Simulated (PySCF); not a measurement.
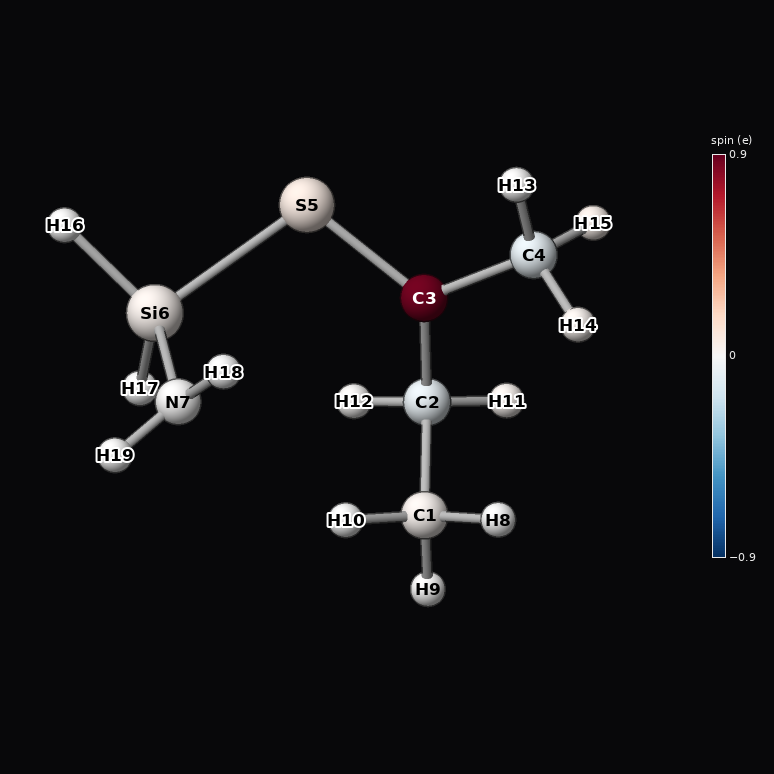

Atoms are coloured by their Mulliken spin populations. The species is neutral and a spin doublet. The computed structure is the end point of a GFN2-xTB optimisation. No frequency run is at hand to confirm it as a minimum. Method: UKS B3LYP, pcH-1 on C H N S Si, non-relativistic (PySCF 2.14.0).

Which atom carries the largest spin population?

Answer. C3 (0.87 e).

Which atom has the lowest spin population?

Answer. C4 (−0.07 e); a negative value comes from spin polarisation.

Give the Mulliken spin populations atom by atom.

```
atom  value (e)
  C1       0.03
  C2      −0.06
  C3       0.87
  C4      −0.07
  S5       0.07
 Si6       0.04
  N7       0.00
  H8       0.00
  H9       0.01
 H10       0.00
 H11       0.03
 H12       0.01
 H13       0.00
 H14       0.03
 H15       0.05
 H16       0.00
 H17       0.00
 H18       0.00
 H19       0.00
```

Mulliken values depend strongly on the basis set. The geometry is semi-empirical. Around Si such bond lengths and angles can be off by a tenth of an ångström or more and by several degrees, and values that hang on the shape move with them.
